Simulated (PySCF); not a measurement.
# CCl3: structure of the doublet

The task is one start of a wider search on CCl3: the doublet, from a trigonal planar start. It is relaxed, tested by its Hessian and followed downhill if it is a saddle.

Method: PBE0, basis C def2-TZVP, Cl def2-TZVP, no relativity, density fitting; program: PySCF 2.14.0.

## 1. The starting structure

4 atoms, charge 0, spin multiplicity 2.

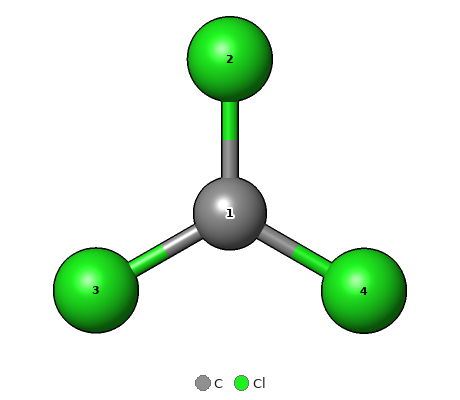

Start geometry, drawn with carbon grey, chlorine green; atoms are numbered from 1 in the order of the file.

Z-matrix (Å, degrees; charge 0 multiplicity 2):
```
C
Cl 1 1.7400
Cl 1 1.7400 2 120.00
Cl 1 1.7400 2 120.00 3 180.00
```

## 2. First SCF at the start

The steps below are one call of a driver around PySCF. For each, scf.py gives the equivalent set-up of the SCF; relaxations use the driver's own optimiser. After this first run the driver tries any further starts and a stability analysis.

The input, scf.py:

```python
from pyscf import gto, scf, dft
mol = gto.M(atom='''
C      0.000000     0.000000     0.000000
Cl     1.740000     0.000000     0.000000
Cl    -0.870000     1.506900     0.000000
Cl    -0.870000    -1.506900     0.000000''',
    basis={'C': 'def2-TZVP', 'Cl': 'def2-TZVP'},
    charge=0, spin=1)
mf = dft.UKS(mol, xc='PBE0')
mf.grids.atom_grid = (50, 194)
aux = {'C': 'def2-universal-JKFIT', 'Cl': 'def2-universal-JKFIT'}
mf = mf.density_fit(auxbasis=aux)
mf.conv_tol = 1e-08
mf.diis_space = 10
mf.max_cycle = 60
mf.init_guess = 'minao'
mf.verbose = 4
mf.kernel()
```

The run is started by

```console
OMP_NUM_THREADS=4 python axn.py task.json out
```

Further steps of the session: Relaxation: trigonal planar start, doublet; Vibrations and properties at this point; Leaving the saddle point; Frequencies.

**Question.** What will these runs give? Wanted: minimum; geometry; wavenumbers; dipole moment; highest occupied, lowest empty level; polar-tensor charge of C1; zero-point energy; atomisation energy; ⟨S²⟩.

As calculated:

```
                                          quantity                                   value
                                           minimum                            doublet, C3v
                                          geometry  C–Cl 1.701 Å (×3); Cl–C–Cl 117.4° (×3)
                                wavenumbers (cm⁻¹)    275 (e), 312 (a1), 504 (a1), 925 (e)
                                     dipole moment                                  0.15 D
highest occupied, lowest empty level (either spin)                         -6.43, -2.40 eV
                         polar-tensor charge of C1                                 +0.89 e
                                 zero-point energy                             19.2 kJ/mol
                               entropy at 298.15 K                         301.1 J/(mol K)
         atomisation energy (no zero-point energy)                             1062 kJ/mol
                                              ⟨S²⟩                                   0.755
```

What this shows: From D3h at the start the molecule goes to a C3v minimum, after a stop at a saddle point 4.6 kJ/mol higher, from which it was pushed off along an imaginary mode. The strongest infrared band lies at 925 cm⁻¹ (e). Most of the spin sits on C1 (Mulliken spin 0.75, against 1 for the whole molecule). Other starts or spin states, not run here, may lie lower.
